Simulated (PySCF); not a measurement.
Ga(F)(OH)2(OH2), H4FGaO3, singlet at its PBE0/def2-SVP optimised geometry (Å):

```
9

Ga    -0.7007    -1.1345     0.0000
F      1.0717    -1.1345     0.0000
O     -1.5531    -1.8589     1.3835
H     -0.9712    -2.0561     2.1243
O     -1.5073    -0.9938    -1.5987
H     -2.2498    -1.5878    -1.7391
O     -0.6459     0.9512     0.0000
H     -1.0717     1.0585    -0.8692
H      0.2966     1.1345    -0.1355
```

Level of theory: PBE0/def2-TZVP (PySCF). Cells within 0.4 Å of a nucleus heavier than hydrogen are left out (blank, or x).

Map of the HOMO−1 amplitude (bohr^(-3/2)) on the plane z = 0.0 Å; orbital energy -8.93 eV, overall sign arbitrary:

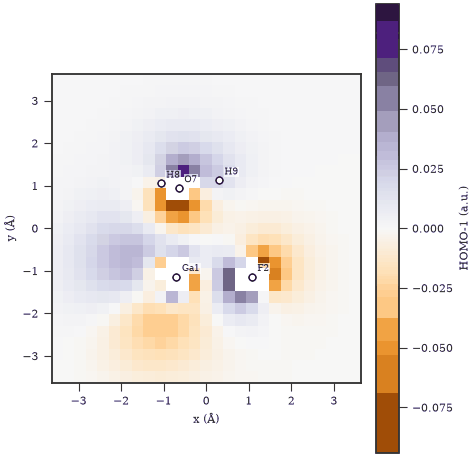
HOMO−1 amplitude (bohr^(-3/2)) on the plane z = 0.0 Å.
